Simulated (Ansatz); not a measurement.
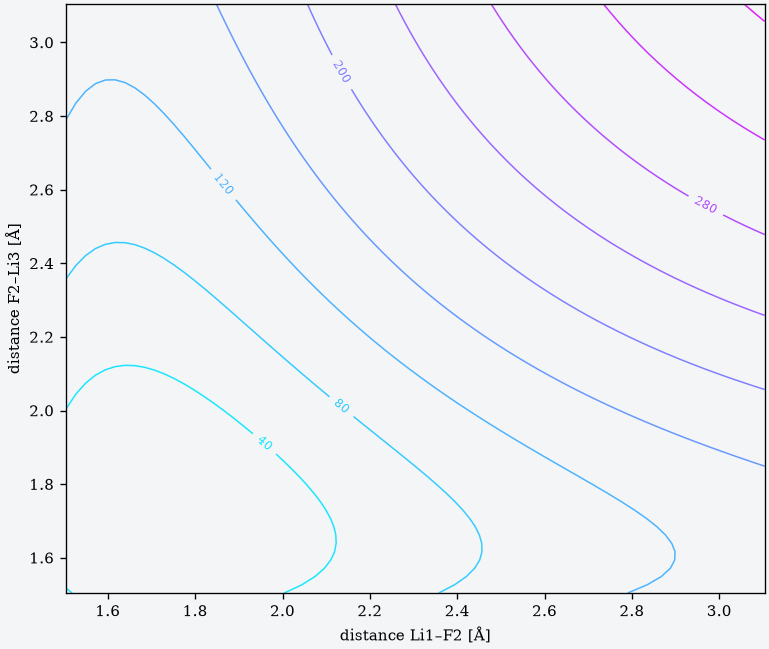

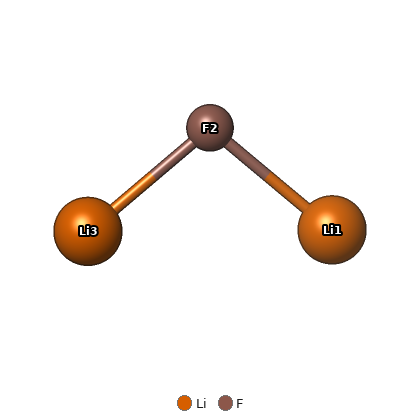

Energy landscape of the system Li⁺ + FLi. 
- Coordinates scanned: (1) distance Li1–F2; (2) distance F2–Li3.
- Nothing is relaxed (the angle Li1–F2–Li3 is fixed at 100 degrees).
- The grid has 17 × 17 points; 153 points were computed and 136 follow by symmetry.
- Energies are in kJ/mol, from the lowest grid point.
- Computed with Ansatz, RHF/def2-TZVPD.

In the figure: contour lines labelled in kJ/mol. Between grid points the surface is interpolated. The second picture is the structure at the lowest point.

**What does the map say about the system?**

The lowest grid point is at distance Li1–F2 = 1.686 Å, distance F2–Li3 = 1.686 Å. No other kind of well shows on this grid. The highest grid point, distance Li1–F2 = 3.104 Å, distance F2–Li3 = 3.104 Å, lies 365 kJ/mol above the lowest.

Each point was launched as `ansatz run input.yaml --threads 1 --pin off --max-ram 2560MiB --backend cpu --events-out ev --progress --plain --runs-dir out`. The whole map (153 points run) took 99 s on 1 thread of Arm Neoverse N1, with other jobs on the host.
